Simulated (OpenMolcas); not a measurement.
**How basis sets differ on CHF3O3S (triflic acid)**

CHF3O3S has 9 atoms, charge 0, and is taken as a singlet. SMILES: `O=S(=O)(O)C(F)(F)F`. Geometry: relaxed at PBE0-D4/def2-TZVP. This is one conformer, not always the lowest.

```jsonl
{"atom": "O", "x (Å)": "1.4629", "y (Å)": "-0.5819", "z (Å)": "0.9857"}
{"atom": "S", "x (Å)": "0.2985", "y (Å)": "-0.7789", "z (Å)": "0.1944"}
{"atom": "O", "x (Å)": "0.1445", "y (Å)": "-1.8377", "z (Å)": "-0.7300"}
{"atom": "O", "x (Å)": "-0.9727", "y (Å)": "-0.7780", "z (Å)": "1.1281"}
{"atom": "C", "x (Å)": "0.0031", "y (Å)": "0.7967", "z (Å)": "-0.7252"}
{"atom": "F", "x (Å)": "-0.0766", "y (Å)": "1.8017", "z (Å)": "0.1382"}
{"atom": "F", "x (Å)": "1.0144", "y (Å)": "1.0041", "z (Å)": "-1.5475"}
{"atom": "F", "x (Å)": "-1.1209", "y (Å)": "0.7238", "z (Å)": "-1.4123"}
{"atom": "H", "x (Å)": "-0.7532", "y (Å)": "-0.3500", "z (Å)": "1.9686"}
```

Each level gives the dipole moment (D). The values are calculated.

| level | kind | program | value (D) | CPU time |
| --- | --- | --- | --- | --- |
| HF/ANO-R0 (sfX2C) | Hartree–Fock | OpenMolcas | 2.26 | 5.9 s |
| HF/ANO-RCC-MB (DKH2) | Hartree–Fock | OpenMolcas | 2.93 | 11 s |
| HF/STO-3G | Hartree–Fock | OpenMolcas | 2.66 | 2 s |
| HF/3-21G | Hartree–Fock | OpenMolcas | 3.46 | 3.9 s |
| HF/6-31G* (spherical functions) | Hartree–Fock | OpenMolcas | 3.20 | 17 s |

The values span 2.26 to 3.46 D. Sets without polarisation functions give poor dipoles. CPU times are rough (shared hosts, several kinds of processor): they show what a rung costs within a factor of a few.

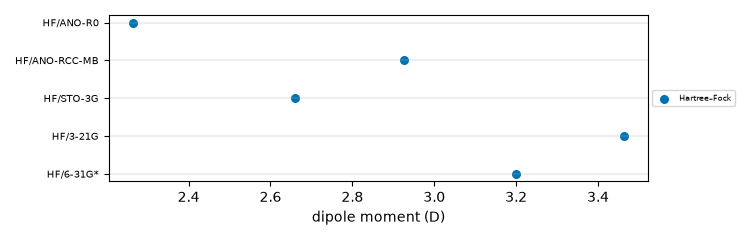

The values of the table, level by level.
